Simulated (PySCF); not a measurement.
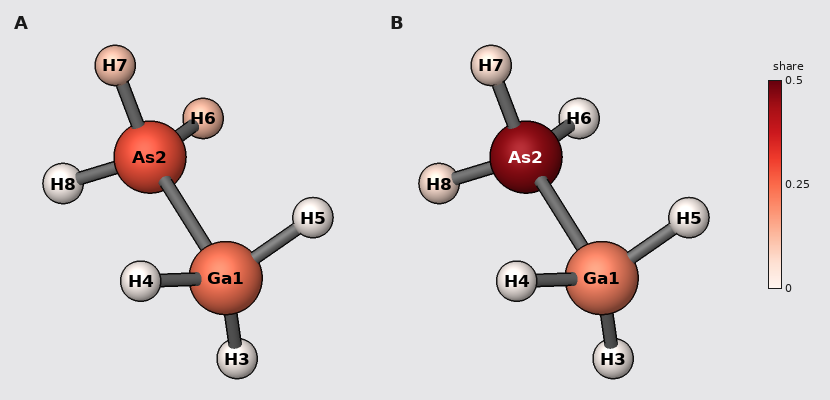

Each panel colours the atoms by their Löwdin share in one orbital (up to four of the largest shares; other atoms are shown as zero). The geometry was computed by an optimisation with PBE0-D3(BJ)/def2-SVP. No frequency run is at hand to confirm it as a minimum. Computed with PBE0/def2-SVPD (PySCF 2.14.0).

### The panels show the HOMO−2, LUMO, in some order. Which is which?

A: LUMO, −0.52 eV; As2 0.28, Ga1 0.23, H6 0.12, H7 0.11
B: HOMO−2, −8.68 eV; As2 0.46, Ga1 0.21, H7 0.06, H8 0.06
